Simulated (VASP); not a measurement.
Band structure of Ba (bcc). Computed with LDA (Ceperley-Alder, Perdew-Zunger) with spin-orbit coupling, VASP's LDA PAW potentials (set 64) (plane waves; VASP).

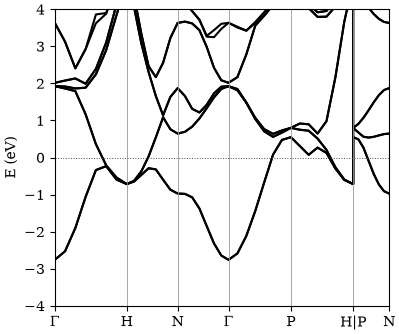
Figure: Bands along high-symmetry lines, zero at the valence-band maximum or, without a gap, the Fermi level

### Question
Read the plot: is there a gap, and where are the band edges?

### Answer
It has no gap at this level: it comes out as a metal or semimetal.

The compound is Ba in the bcc structure. It was relaxed first, which changed the volume by -14 %.
